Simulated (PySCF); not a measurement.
# C4H5FN2: the cost of one run

Computed with PySCF 2.14.0, with density-fitted response routines of our own, on a single molecule, in the gas phase or a continuum. Atoms count from 0, in the outputs and in this text.

## Step 1: The starting structure

12 atoms, charge 0, multiplicity 1; geometry from: GFN2-xTB. The atoms were then displaced at random by about 0.01 Å, so the start is not that level's minimum.

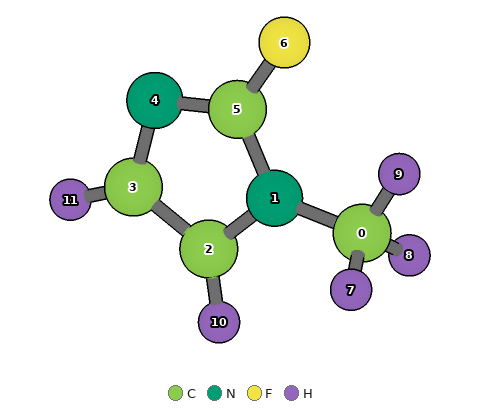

As it starts; carbon green, nitrogen teal, fluorine yellow, hydrogen purple, atoms numbered.

## Step 2: Optimising the geometry at PBE0-D3(BJ)/def2-SVP

The job: settings as JSON, then the geometry in Å.

```
{"job": {"xc": "PBE0", "basis": "def2-SVP", "d3": "d3bj", "grid": 1, "shake": 0.01, "kind": "geom"}, "charge": 0, "multiplicity": 1}
C     -1.619000    -0.304240     0.178910
N     -0.248670     0.007860     0.001790
C      0.798250    -0.825390     0.242100
C      1.975430    -0.114140    -0.056540
N      1.609290     1.128970    -0.492280
C      0.315290     1.168000    -0.433000
F     -0.442600     2.187480    -0.761040
H     -1.910750    -1.127280    -0.446490
H     -1.854810    -0.503380     1.239750
H     -2.224030     0.588060    -0.116980
H      0.666910    -1.821600     0.623860
H      2.974380    -0.412620     0.010900
```

On the command line:

```console
OMP_NUM_THREADS=1 python probes_run.py task.json out
```

This one command runs all jobs of the session in turn.

Q: Estimate the wall time and peak memory of this first job on 1 thread of Arm Neoverse V1, shared host.

About 58 s, with a peak of 0.53 GiB.
